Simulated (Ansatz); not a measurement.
# A hypothetical structure for NaLi2Ta

Starting from a made-up structure for NaLi2Ta, the aim is the relaxed cell, its shortest contacts and, where a second run follows, its electronic structure.

Calculated with Ansatz 0.2.0; DFT, PBE, plane-wave PAW, files of the set soft_1, scalar-relativistic, no spin, cell and ions relaxed at zero pressure; PAW set soft_1, in the first sound run; inputs show where later runs differ.

**1. The structure**

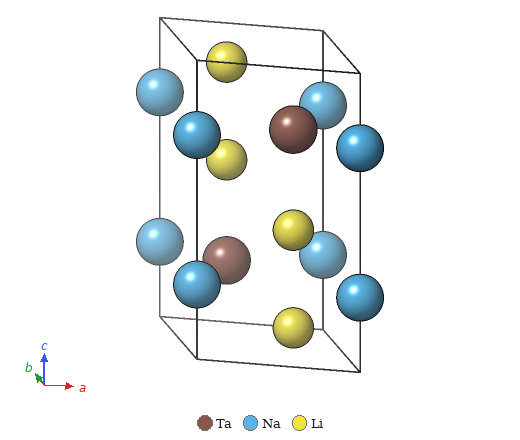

The starting structure, seen slightly off an axis (tantalum brown, sodium blue, lithium yellow). Some periodic images of atoms are drawn too.

As a file:

```cif
data_structure
_symmetry_space_group_name_H-M 'P6_3/mmc'
_symmetry_Int_Tables_number 194
_cell_length_a 4.7260
_cell_length_b 4.7260
_cell_length_c 8.5450
_cell_angle_alpha 90.000
_cell_angle_beta 90.000
_cell_angle_gamma 120.000
_cell_volume 165.28
loop_
_atom_site_label
_atom_site_type_symbol
_atom_site_symmetry_multiplicity
_atom_site_Wyckoff_symbol
_atom_site_fract_x
_atom_site_fract_y
_atom_site_fract_z
_atom_site_occupancy
Ta1 Ta 2 c 0.66667 0.33333 0.75000 1
Na1 Na 2 b 0.00000 0.00000 0.75000 1
Li1 Li 4 f 0.66667 0.33333 0.41340 1
```

**2. Relaxation of the guess**

The guess takes its coordinates from another compound and its volume from a rule, so the cell and any free coordinates are relaxed together.

input.yaml reads:

```yaml
crystal:
  lattice:
    - [4.726, 0.0, 0.0]
    - [-2.363, 4.092836058, 0.0]
    - [0.0, 0.0, 8.545]
  atoms:
    - { symbol: Ta, position: [0.666666667, 0.333333333, 0.75] }
    - { symbol: Ta, position: [0.333333333, 0.666666667, 0.25] }
    - { symbol: Na, position: [0.0, 0.0, 0.75] }
    - { symbol: Na, position: [0.0, 0.0, 0.25] }
    - { symbol: Li, position: [0.666666667, 0.333333333, 0.4134] }
    - { symbol: Li, position: [0.333333333, 0.666666667, 0.9134] }
    - { symbol: Li, position: [0.666666667, 0.333333333, 0.0866] }
    - { symbol: Li, position: [0.333333333, 0.666666667, 0.5866] }
kpoints:
  mp_grid: { grid: [7, 7, 3] }
scf:
  occupations: { method: fermi_dirac, width: 0.05 }
hamiltonian:
  xc: pbe
  pseudopotentials: { kind: paw, azcp: { folder: soft_1 } }
relax:
  f_tol: 0.015
  max_steps: 70
  cell: {}
output:
  forces: true
  stress: true
```

Launch:

```sh
$ ansatz run input.yaml --threads 4 --pin off --max-ram 10240MiB --backend cpu --events-out ev --progress --plain --runs-dir out
```

Numbers of over 12 decimals in the logs are rounded to 6 here.

The log of the run:

```text
Engine: ansatz 0.2.0, aarch64-unknown-linux-gnu
Pseudopotentials: kind: paw
Pseudopotential: Ta, paw, valence charge 13, recommended cutoff 420 eV (normal), soft_1/Ta.paw.azcp
Pseudopotential: Na, paw, valence charge 9, recommended cutoff 420 eV (normal), soft_1/Na.paw.azcp
Pseudopotential: Li, paw, valence charge 3, recommended cutoff 420 eV (normal), soft_1/Li.paw.azcp
Functional definition: PBE
  parameter kappa = 0.804
  parameter beta = 0.066725
  exchange = pbe_x(kappa = kappa, mu = beta*pi^2/3)
  correlation = pbe_c(beta = beta)
Crystal: 8 atoms, lattice volume = 165.284 Å³
Basis set: ecut = 420 eV, 3251 PW (Γ), exchange–correlation on 64×64×120 points (8 copies of the dense FFT grid, shifted against one another)
Bands: 36, of which v1, the nominal top of the filled ones, is band 28 counted from 1 (27 counted from 0)
Symmetry: 24 space group operations
Space group: P63/mmc (ITA 194), of the structure as read, at distance tolerance 5.5e-5 Å
k-points: 16 of 147
Non-local potential: Ta, projectors of the file, l = 0: 3, l = 1: 2, l = 2: 2, l = 3: 1
Non-local potential: Na, projectors of the file, l = 0: 3, l = 1: 2, l = 2: 1
Non-local potential: Li, projectors of the file, l = 0: 3, l = 1: 2, l = 2: 1
PAW form: soft (Blöchl's): semilocal exchange-correlation on the pseudo side does not see the compensation charge
PAW one-centre angular grid: Ta, 590 points (default); XC on 64 Gauss nodes
PAW one-centre angular grid: Na, 110 points (default); XC on 64 Gauss nodes
PAW one-centre angular grid: Li, 110 points (default); XC on 96 Gauss nodes
Initial density: superposition of atomic densities (chi_scale 0.1, normalization cell, long waves kept (reshape's long-wave potential 0.00 eV rms))
Initial wavefunctions: pseudopotential atomic-orbital guess
Functional: x = pbe(κ = 0.804, μ = 0.219515), c = pbe(β = 0.066725)
SCF iter   1: F=—  HF=-23648.611924 eV  |F-HF|=—  |Δ(HF+E_count)|=         —  Δρ=4.26e-2  dr2=7.50e0  ethr=3.10e-3  ⟨swp⟩=6.8  Hψ=2195  notcnv=0
preconditioner: auto → Kerker (q_TF=auto, 2.278 Å⁻¹)  [metal: Δε(μ)=0.060 eV  Ē_g=2.536 eV  σ=0.050 eV  W_gap=0.27  n_scr=36 (ndim 8)  ℏωp=11.6 eV  f_vac=0.000  D(μ)=8.88/eV (n_scr^D=86)]
SCF iter   2: F=—  HF=-23647.232118 eV  |F-HF|=—  |Δ(HF+E_count)|=    1.38e0  Δρ=2.01e-2  dr2=1.75e0  ethr=3.10e-3  ⟨swp⟩=2.0  Hψ=953  notcnv=0
SCF iter   3: F=—  HF=-23646.873592 eV  |F-HF|=—  |Δ(HF+E_count)|=   3.59e-1  Δρ=3.47e-3  dr2=4.79e-2  ethr=3.10e-3  ⟨swp⟩=2.0  Hψ=825  notcnv=0
SCF iter   4: F=—  HF=-23646.861210 eV  |F-HF|=—  |Δ(HF+E_count)|=   1.24e-2  Δρ=1.68e-3  dr2=1.02e-2  ethr=8.55e-5  ⟨swp⟩=2.6  Hψ=1009  notcnv=0
SCF iter   5: F=—  HF=-23646.857781 eV  |F-HF|=—  |Δ(HF+E_count)|=   3.43e-3  Δρ=5.86e-4  dr2=8.62e-4  ethr=1.82e-5  ⟨swp⟩=2.1  Hψ=849  notcnv=0
SCF iter   6: F=—  HF=-23646.857642 eV  |F-HF|=—  |Δ(HF+E_count)|=   1.40e-4  Δρ=2.51e-4  dr2=2.84e-4  ethr=1.54e-6  ⟨swp⟩=2.0  Hψ=998  notcnv=0
SCF iter   7: F=—  HF=-23646.857602 eV  |F-HF|=—  |Δ(HF+E_count)|=   3.98e-5  Δρ=7.32e-5  dr2=9.26e-6  ethr=5.07e-7  ⟨swp⟩=2.0  Hψ=710  notcnv=0
SCF iter   8: F=—  HF=-23646.857607 eV  |F-HF|=—  |Δ(HF+E_count)|=   5.18e-6  Δρ=2.88e-5  dr2=2.53e-6  ethr=1.65e-8  ⟨swp⟩=2.8  Hψ=1060  notcnv=0
SCF iter   9: F=-23646.857607 eV  HF=-23646.857607 eV  |F-HF|=1.15e-8  |Δ(HF+E_count)|=   2.23e-7  Δρ=5.56e-6  dr2=7.56e-8  ethr=1.79e-10  ⟨swp⟩=3.2  Hψ=2272  notcnv=0
SCF 1 converged in 9 iterations: F = -23646.857607 eV  dr2 = 7.56e-8
  greatest PAW one-centre occupation: 1.000 electrons in one spin orbital (limit 2), on the Li atom at site 7 (counted from 0), in its partial waves of l = 0
relax step   1: F+E_penalty+E_count = -23646.85760672 eV  Δ(F+E_penalty+E_count) = +0.000e0 eV  max|allowed force component| = 5.564e-3 eV/Å  Δτ_max = 0.0000 Å  P = +3.381 GPa  Ω = 165.284 Å³  (9 SCF iters, dr2 threshold 1.00e-7 eV, accepted)
Crystal: 8 atoms, lattice volume = 176.137 Å³
Basis set: ecut = 420 eV, 3417 PW (Γ), exchange–correlation on 64×64×120 points (8 copies of the dense FFT grid, shifted against one another)
Initial density: handed on by an earlier stage of this run
Initial wavefunctions: those handed on with the density
iter 1 solved again at ethr=1.07e-4 eV; its pass at ethr=3.10e-3 eV (dr2=5.97e-2 eV) is discarded
SCF iter   1: F=—  HF=-23647.373112 eV  |F-HF|=—  |Δ(HF+E_count)|=         —  Δρ=4.73e-3  dr2=6.20e-2  ethr=1.07e-4  ⟨swp⟩=1.0  Hψ=2891  notcnv=0
preconditioner: auto → Kerker (q_TF=auto, 2.254 Å⁻¹)  [metal: Δε(μ)=0.040 eV  Ē_g=2.114 eV  σ=0.050 eV  W_gap=0.20  n_scr=34 (ndim 8)  ℏωp=11.2 eV  f_vac=0.000  D(μ)=10.78/eV (n_scr^D=110)]
SCF iter   2: F=—  HF=-23647.360864 eV  |F-HF|=—  |Δ(HF+E_count)|=   1.22e-2  Δρ=2.13e-3  dr2=1.67e-2  ethr=1.07e-4  ⟨swp⟩=1.0  Hψ=576  notcnv=0
SCF iter   3: F=—  HF=-23647.356996 eV  |F-HF|=—  |Δ(HF+E_count)|=   3.87e-3  Δρ=6.58e-4  dr2=1.88e-3  ethr=2.99e-5  ⟨swp⟩=1.8  Hψ=604  notcnv=0
SCF iter   4: F=—  HF=-23647.356544 eV  |F-HF|=—  |Δ(HF+E_count)|=   4.52e-4  Δρ=1.25e-4  dr2=2.94e-5  ethr=3.36e-6  ⟨swp⟩=2.0  Hψ=710  notcnv=0
SCF iter   5: F=—  HF=-23647.356461 eV  |F-HF|=—  |Δ(HF+E_count)|=   8.36e-5  Δρ=5.27e-5  dr2=5.87e-6  ethr=5.25e-8  ⟨swp⟩=2.0  Hψ=923  notcnv=0
SCF iter   6: F=—  HF=-23647.356460 eV  |F-HF|=—  |Δ(HF+E_count)|=   5.24e-7  Δρ=1.69e-5  dr2=9.05e-7  ethr=1.05e-8  ⟨swp⟩=2.1  Hψ=946  notcnv=0
SCF iter   7: F=-23647.356460 eV  HF=-23647.356460 eV  |F-HF|=6.27e-9  |Δ(HF+E_count)|=  6.84e-10  Δρ=6.66e-6  dr2=1.47e-7  ethr=1.43e-9  ⟨swp⟩=4.0  Hψ=1685  notcnv=0
SCF 2 converged in 7 iterations: F = -23647.356460 eV  dr2 = 1.47e-7
relax step   2: F+E_penalty+E_count = -23647.35646031 eV  Δ(F+E_penalty+E_count) = -4.989e-1 eV  max|allowed force component| = 1.107e-1 eV/Å  Δτ_max = 0.0098 Å  P = +0.667 GPa  Ω = 176.137 Å³  energy of the carried Pulay correction = -5.151e-4 eV  (7 SCF iters, dr2 threshold 8.00e-7 eV, accepted)
Crystal: 8 atoms, lattice volume = 176.172 Å³
Basis set: ecut = 420 eV, 3477 PW (Γ), exchange–correlation on 64×64×120 points (8 copies of the dense FFT grid, shifted against one another)
iter 1 solved again at ethr=8.32e-5 eV; its pass at ethr=3.10e-3 eV (dr2=4.66e-2 eV) is discarded
SCF iter   1: F=—  HF=-23647.466807 eV  |F-HF|=—  |Δ(HF+E_count)|=         —  Δρ=3.75e-3  dr2=4.58e-2  ethr=8.32e-5  ⟨swp⟩=1.0  Hψ=2807  notcnv=0
preconditioner: auto → Kerker (q_TF=auto, 2.254 Å⁻¹)  [metal: Δε(μ)=0.036 eV  Ē_g=2.138 eV  σ=0.050 eV  W_gap=0.18  n_scr=34 (ndim 8)  ℏωp=11.2 eV  f_vac=0.000  D(μ)=10.22/eV (n_scr^D=98)]
SCF iter   2: F=—  HF=-23647.462412 eV  |F-HF|=—  |Δ(HF+E_count)|=   4.40e-3  Δρ=2.14e-3  dr2=1.35e-2  ethr=8.18e-5  ⟨swp⟩=1.5  Hψ=584  notcnv=0
SCF iter   3: F=—  HF=-23647.461399 eV  |F-HF|=—  |Δ(HF+E_count)|=   1.01e-3  Δρ=3.67e-4  dr2=3.49e-4  ethr=2.41e-5  ⟨swp⟩=2.0  Hψ=700  notcnv=0
SCF iter   4: F=—  HF=-23647.461275 eV  |F-HF|=—  |Δ(HF+E_count)|=   1.23e-4  Δρ=1.69e-4  dr2=6.59e-5  ethr=6.23e-7  ⟨swp⟩=2.0  Hψ=963  notcnv=0
SCF iter   5: F=—  HF=-23647.461257 eV  |F-HF|=—  |Δ(HF+E_count)|=   1.83e-5  Δρ=5.72e-5  dr2=1.33e-5  ethr=1.18e-7  ⟨swp⟩=2.0  Hψ=918  notcnv=0
SCF iter   6: F=—  HF=-23647.461255 eV  |F-HF|=—  |Δ(HF+E_count)|=   2.31e-6  Δρ=2.27e-5  dr2=1.76e-6  ethr=2.38e-8  ⟨swp⟩=2.0  Hψ=709  notcnv=0
SCF iter   7: F=-23647.461254 eV  HF=-23647.461254 eV  |F-HF|=2.66e-8  |Δ(HF+E_count)|=   1.45e-7  Δρ=6.51e-6  dr2=8.40e-8  ethr=1.43e-9  ⟨swp⟩=4.7  Hψ=1766  notcnv=0
SCF 3 converged in 7 iterations: F = -23647.461254 eV  dr2 = 8.40e-8
relax step   3: F+E_penalty+E_count = -23647.46125447 eV  Δ(F+E_penalty+E_count) = -1.048e-1 eV  max|allowed force component| = 2.685e-1 eV/Å  Δτ_max = 0.1014 Å  P = +0.084 GPa  Ω = 176.172 Å³  energy of the carried Pulay correction = -5.014e-4 eV  (7 SCF iters, dr2 threshold 8.00e-7 eV, accepted)
[...]
relax step   4: F+E_penalty+E_count = -23647.46191442 eV  Δ(F+E_penalty+E_count) = -6.600e-4 eV  max|allowed force component| = 2.119e-1 eV/Å  Δτ_max = 0.0812 Å  P = +0.416 GPa  Ω = 173.604 Å³  energy of the carried Pulay correction = -3.754e-4 eV  (6 SCF iters, dr2 threshold 8.00e-7 eV, accepted)
[...]
relax step   5: F+E_penalty+E_count = -23647.48555272 eV  Δ(F+E_penalty+E_count) = -2.364e-2 eV  max|allowed force component| = 3.904e-3 eV/Å  Δτ_max = 0.0313 Å  P = +0.094 GPa  Ω = 176.317 Å³  energy of the carried Pulay correction = -5.087e-4 eV  (6 SCF iters, dr2 threshold 8.00e-7 eV, accepted)
[...]
relax step   6: F+E_penalty+E_count = -23647.48588211 eV  Δ(F+E_penalty+E_count) = -3.294e-4 eV  max|allowed force component| = 4.526e-3 eV/Å  Δτ_max = 0.0009 Å  P = +0.040 GPa  Ω = 176.587 Å³  energy of the carried Pulay correction = -5.209e-4 eV  (6 SCF iters, dr2 threshold 6.54e-8 eV, accepted)
[...]
relax step   7: F+E_penalty+E_count = -23647.48698130 eV  Δ(F+E_penalty+E_count) = -1.099e-3 eV  max|allowed force component| = 4.537e-3 eV/Å  Δτ_max = 0.0000 Å  P = +0.048 GPa  Ω = 176.587 Å³  stress off target by 6.08e-2 GPa  SCF on the basis re-selected at this cell (its energy is not comparable with the rows above)  (8 SCF iters)
[...]
relax step   8: F+E_penalty+E_count = -23647.48703038 eV  Δ(F+E_penalty+E_count) = -4.908e-5 eV  max|allowed force component| = 2.009e-4 eV/Å  Δτ_max = 0.0009 Å  P = +0.001 GPa  Ω = 176.937 Å³  energy of the carried Pulay correction = -1.554e-5 eV  (6 SCF iters, dr2 threshold 9.26e-9 eV, accepted)
iter 1 solved again at ethr=8.01e-8 eV; its pass at ethr=3.10e-3 eV (dr2=4.49e-5 eV) is discarded
SCF iter   1: F=—  HF=-23647.487044 eV  |F-HF|=—  |Δ(HF+E_count)|=         —  Δρ=3.85e-5  dr2=5.69e-8  ethr=8.01e-8  ⟨swp⟩=3.8  Hψ=3657  notcnv=0
preconditioner: auto → Kerker (q_TF=auto, 2.252 Å⁻¹)  [metal: Δε(μ)=0.013 eV  Ē_g=2.115 eV  σ=0.050 eV  W_gap=0.07  n_scr=34 (ndim 8)  ℏωp=11.2 eV  f_vac=0.000  D(μ)=10.47/eV (n_scr^D=110)]
SCF iter   2: F=—  HF=-23647.487035 eV  |F-HF|=—  |Δ(HF+E_count)|=   8.74e-6  Δρ=1.95e-5  dr2=1.46e-8  ethr=1.02e-10  ⟨swp⟩=2.8  Hψ=1094  notcnv=0
SCF iter   3: F=—  HF=-23647.487042 eV  |F-HF|=—  |Δ(HF+E_count)|=   6.96e-6  Δρ=1.70e-6  dr2=8.29e-10  ethr=2.61e-11  ⟨swp⟩=2.0  Hψ=799  notcnv=0
SCF iter   4: F=—  HF=-23647.487042 eV  |F-HF|=—  |Δ(HF+E_count)|=   3.72e-8  Δρ=3.00e-7  dr2=1.18e-10  ethr=1.48e-12  ⟨swp⟩=2.0  Hψ=864  notcnv=0
iter 5 did not close the SCF: its close was put off for the readings that it lacked (scf_convergence_deferred on its scf_iter line)
SCF iter   5: F=-23647.487042 eV  HF=-23647.487042 eV  |F-HF|=7.28e-12  |Δ(HF+E_count)|=  4.00e-11  Δρ=6.50e-8  dr2=1.90e-11  ethr=1.00e-12  ⟨swp⟩=1.0  Hψ=576  notcnv=0
SCF iter   6: F=-23647.487042 eV  HF=-23647.487042 eV  |F-HF|=3.64e-12  |Δ(HF+E_count)|=    0.00e0  Δρ=5.46e-8  dr2=4.66e-12  ethr=1.00e-12  ⟨swp⟩=2.9  Hψ=1679  notcnv=0
SCF 9 converged in 6 iterations: F = -23647.487042 eV  dr2 = 4.66e-12
relax step   9: F+E_penalty+E_count = -23647.48704236 eV  Δ(F+E_penalty+E_count) = -1.198e-5 eV  max|allowed force component| = 2.025e-4 eV/Å  Δτ_max = 0.0000 Å  P = +0.001 GPa  Ω = 176.937 Å³  stress off target by 1.91e-3 GPa  SCF on the basis re-selected at this cell (its energy is not comparable with the rows above)  (6 SCF iters)
basis re-selected at this cell: Δ(F+E_penalty+E_count) = -1.198e-5 eV, ΔP = -0.000 GPa vs the last step (what re-selecting the basis moved, of the pressure what is left beyond the Pulay correction that the steps carried, after the strain that the cell walked since its last selection, with what the two solves' SCF thresholds leave and, on support functions, any second-order correction that the steps lacked; it is no m [...]
SCF converged after 6 iterations
Free energy (F): -23647.487042 eV
Harris-Foulkes:  -23647.487042 eV  (|F-HF|=3.64e-12)
Internal energy: -23647.402629 eV  (E = F + TS)
E sigma→0 (E₀):  -23647.444836 eV
Entropy (-TS):   -0.084413 eV (-10.552 meV/atom)
Fermi energy:    4.615901 eV
--- Per-component energies (eV) ---
  E_band       = -1306.166520
  E_kinetic    = 1072.734005
  E_local      = -5732.731108  (includes V_loc(G=0)·N_el)
  E_nonlocal   = 456.976401
  E_hartree    = 1981.657058
  E_xc         = -741.426879
  E_vxc        = -594.170469  (∫ρ·V_xc dr)
  E_paw        = -17291.602794  (= ΣΔE_a)
  E_vpaw       = -472.290710  (= ΣTr[D̂ρ^β])
  E_aug_tail   = 0.001239  (compensation charges beyond the density's cutoff)
  E_ewald      = -3393.010551
  E_smearing   = -0.084413  (= −TS)
  E_closure    = -0.000000  (closes the sum)
  Σ components = -23647.487042   (vs F -23647.487042, Δ=0.00e0)
--- Forces (eV/Å), atoms counted from 1 ---
  atom   1  Ta    -0.00000000     0.00000000     0.00000000
  atom   2  Ta     0.00000000    -0.00000000    -0.00000000
  atom   3  Na     0.00000000    -0.00000000    -0.00000000
  atom   4  Na     0.00000000     0.00000000     0.00000000
  atom   5  Li     0.00000000     0.00000000     0.00020249
  atom   6  Li    -0.00000000    -0.00000000     0.00020249
  atom   7  Li    -0.00000000     0.00000000    -0.00020249
  atom   8  Li     0.00000000    -0.00000000    -0.00020249
  max |Σ_I F_I| component: 3.47e-18 eV/Å
--- Stress (GPa, compression-positive) ---
        0.001913      -0.000000      -0.000000
       -0.000000       0.001913       0.000000
       -0.000000       0.000000      -0.000540
  P = ⅓ Tr σ = 0.0011 GPa (0.011 kbar)
--- Relaxed structure (7 steps of the walk, 7 accepted, 2 SCFs on fresh bases) ---
  F+E_penalty+E_count = -23647.48704236 eV   max|allowed force component| = 2.025e-4 eV/Å   (the final SCF, on the basis selected at the relaxed cell)
  cell:  # Å, volume = 176.9366 Å³
    - [5.096189, 0, 0]
    - [-2.548095, 4.413430, 0]
    - [0, 0, 7.866762]
  atoms:
    - { symbol: Ta, position: [0.666667, 0.333333, 0.75] }
    - { symbol: Ta, position: [0.333333, 0.666667, 0.250000] }
    - { symbol: Na, position: [0, 0, 0.75] }
    - { symbol: Na, position: [0, 0, 0.250000] }
    - { symbol: Li, position: [0.666667, 0.333333, 0.406228] }
    - { symbol: Li, position: [0.333333, 0.666667, 0.906228] }
    - { symbol: Li, position: [0.666667, 0.333333, 0.093772] }
    - { symbol: Li, position: [0.333333, 0.666667, 0.593772] }
```

Elapsed: 13 s, on 4 threads of Arm Neoverse V1, shared host; peak memory 0.55 GiB.

The steps of the relaxation:

| step | energy less that of the first step (eV) | largest force component (eV/Å) | pressure (GPa) | volume (Å³) |
| --- | --- | --- | --- | --- |
| 1 | 0.0000 | 0.0056 | 3.38 | 165.28 |
| 2 | -0.4989 | 0.1107 | 0.67 | 176.14 |
| 3 | -0.6036 | 0.2685 | 0.08 | 176.17 |
| 4 | -0.6043 | 0.2119 | 0.42 | 173.60 |
| 5 | -0.6279 | 0.0039 | 0.09 | 176.32 |
| 6 | -0.6283 | 0.0045 | 0.04 | 176.59 |
| 7* | -0.6294 | 0.0045 | 0.05 | 176.59 |
| 8 | -0.6294 | 0.0002 | 0.00 | 176.94 |
| 9* | -0.6294 | 0.0002 | 0.00 | 176.94 |

Relaxation steps marked * repeat the geometry before them on a plane-wave basis chosen anew for their cell, so energy and pressure can jump there.

The run keeps the 24 symmetry operations that it works with, so distortions that break them were not tested.

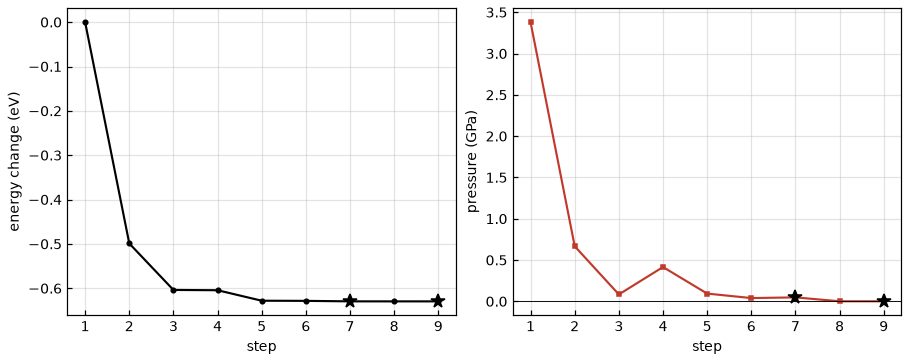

Energy and pressure along the relaxation. Stars mark steps on a basis chosen anew.

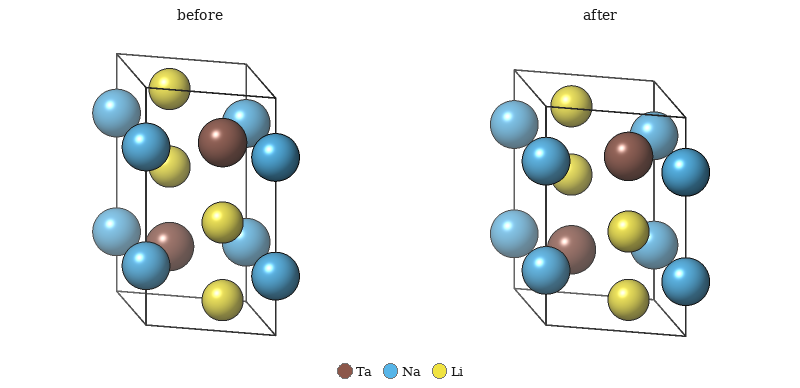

The structure before and after the relaxation, drawn at the same scale.

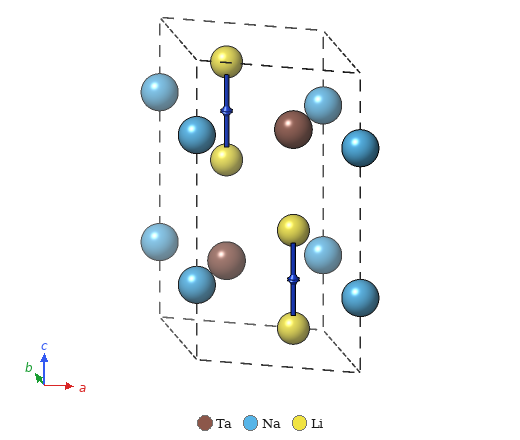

Displacements in the relaxation, exaggerated, measured against the changing cell; the longest in the cell stands for 0.06 Å. Some periodic images of atoms are drawn too.

| conventional cell, symmetrised | before | after | change |
| --- | --- | --- | --- |
| a (Å) | 4.726 | 5.096 | +7.8 % |
| b (Å) | 4.726 | 5.096 | +7.8 % |
| c (Å) | 8.545 | 7.867 | -7.9 % |
| volume (Å³/atom) | 20.66 | 22.12 | +7.1 % |

The atoms that moved most (Å, as changes of fractional coordinates times the final cell):

| atom | dx | dy | dz | length |
| --- | --- | --- | --- | --- |
| Li5 | 0.000 | 0.000 | -0.056 | 0.056 |
| Li7 | 0.000 | 0.000 | 0.056 | 0.056 |
| Li8 | 0.000 | 0.000 | 0.056 | 0.056 |
| Li6 | 0.000 | 0.000 | -0.056 | 0.056 |

This step gave:

| Quantity | Value |
| --- | --- |
| free energy | -23647.4870 eV |
| energy at zero smearing | -23647.4448 eV |
| smearing term TS | 0.08441 eV |
| Fermi energy | 4.616 eV |
| electrons | 56 |
| symmetry operations | 24 |
| pressure | 0.001096 GPa |

Shortest distances by pair of elements, guess and relaxed (not always the same contact):

| pair | guess (Å) | relaxed (Å) |
| --- | --- | --- |
| Li–Li | 2.793 | 2.458 |
| Li–Ta | 2.876 | 2.704 |
| Na–Ta | 2.729 | 2.942 |
| Li–Na | 3.065 | 3.189 |
| Na–Na | 4.272 | 3.933 |

The relaxation ends with a largest force component of 2.0e-4 eV/Å and a pressure of 0.00 GPa.

(Continued in part 2 of 2.)

[Logs are printed without paths, hosts, clocks, repeated set-up lines and the standing remarks that a program may print on its own settings, such as how far it seeks lower states.]

[Hosts, paths, dates, database ids (printed as entryN), source tags and the programs' standing remarks are cut or masked in the printed files.]
